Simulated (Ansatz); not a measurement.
# Hypothetical zinc blende BiB under a change: x(P) = 0.667, 6 atoms, I-4m2

Start from BiB in the zinc blende structure (space group F-43m, No. 216; a = 5.457 Å; a hypothetical phase, not in the database extracts checked).

The other end (x = 1) is BP in the zinc blende structure (space group F-43m, No. 216): 11.54 Å³/atom, gap 1.11 eV.

It is then changed as follows: P replaces 66.7 % of the Bi, ordered in a cell of 6 atoms (starting symmetry I-4m2) and fully relaxed.

The values are results of PBEsol (Ansatz, an electronic-structure program), no SOC, earlier PAW set, not measurements. Γ-centred 14×14×14 mesh, Fermi–Dirac width 0.05 eV, for the changed cell.

| quantity | base | changed | shift |
|---|---|---|---|
| volume per atom | 20.31 Å³ | 14.02 Å³ | -6.29 Å³ |
| density | 8.99 g/cm³ | 5.99 g/cm³ | -3.00 g/cm³ |
| shortest interatomic distance | 2.363 Å | 1.986 Å | -0.377 Å |
| band gap | 0.43 eV | zero | – |
| mixing energy (to 0.01 eV only: unlike meshes or grids) | – | +0.17 eV/atom | – |
| deviation of the volume from the linear (Vegard-type) interpolation | – | -3.1 % | – |
| mean first-shell distances | – | Bi–B 2.280 Å (end compound 2.363 Å), P–B 2.003 Å (end compound 1.957 Å) | – |

Final structure:

```xyz
6
Lattice="-1.6938 1.6938 7.3284 1.6938 -1.6938 7.3284 1.6938 1.6938 -7.3284" Properties=species:S:1:pos:R:3 pbc="T T T"
P      1.6938     0.0000     1.1023
P      1.6938     0.0000     6.2261
Bi     0.0000     1.6938     3.6642
B      0.0000     0.0000    12.5182
B      0.0000     0.0000     2.1387
B      0.0000     0.0000     7.3284
```

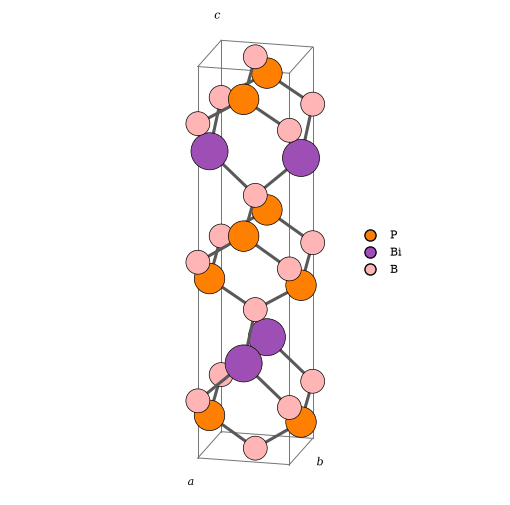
Fig. 1. The relaxed conventional cell after the change

These are small ordered cells, not random alloys; other orderings at the same x differ. Spin-orbit coupling, missing from the scalar runs, can matter with Bi. Stability against distortions was not tested. All final runs are without spin polarisation. A zero or small gap of BiB3P2 can be the functional's error rather than a property of the material.
